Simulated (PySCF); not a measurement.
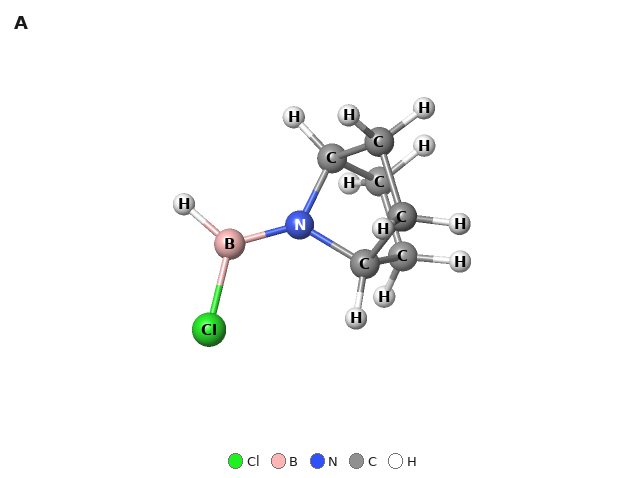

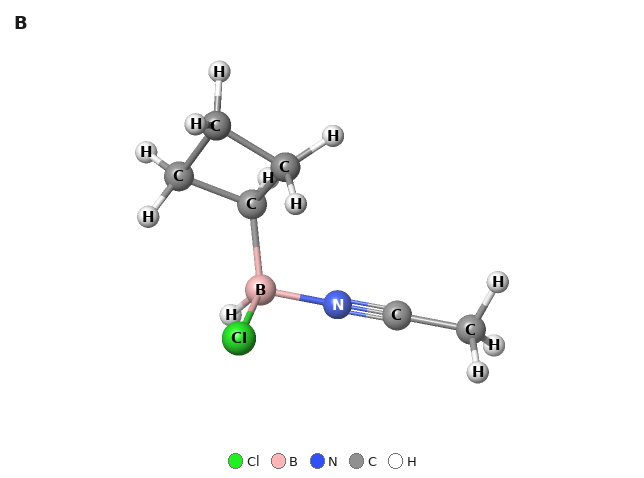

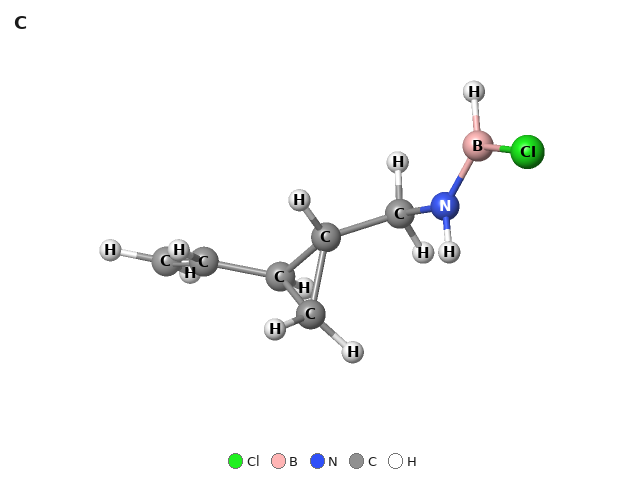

3 stationary structures of one formula. Geometries: GFN2-xTB. Electronic energies: PBE0/pcSseg-1 (PySCF 2.14.0), without zero-point energy. No frequency run is at hand to confirm each as a minimum. Each is one conformer, not always the lowest.

### How are they related?

They are constitutional isomers of C6H11BClN: A `ClBN1[C@H]2CC[C@@H]1CC2`, B `CC#[N+][B@@H-](Cl)C1CCC1`, C `C=C[C@@H]1C[C@H]1CNBCl`.

### Which is lowest in energy, and by how much?

A is lowest; C lies 32.3 kcal/mol above it, B lies 53.4 kcal/mol above it.

The geometry is semi-empirical. Around B such bond lengths and angles can be off by a tenth of an ångström or more and by several degrees, and values that hang on the shape move with them.
